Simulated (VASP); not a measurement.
Band structure of ZrGe (space group P6_3/mmc). Level of theory: PBE GGA, VASP's PBE PAW potentials (set 64) (plane waves; VASP).

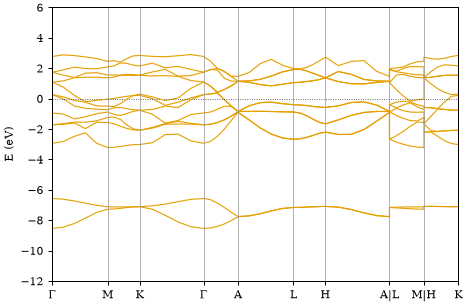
Figure: Bands along high-symmetry lines, zero at the valence-band maximum or, without a gap, the Fermi level

Problem. Read the plot: is there a gap, and where are the band edges?

Solution. It has no gap at this level: it comes out as a metal or semimetal.

The structure was generated: ZrGe was put into an ordered model structure, which need not be its known phase. The cell was not relaxed at this level. The k-mesh is coarse (spacing up to 0.33 per Å, 2π included), so the numbers may not be converged in it.
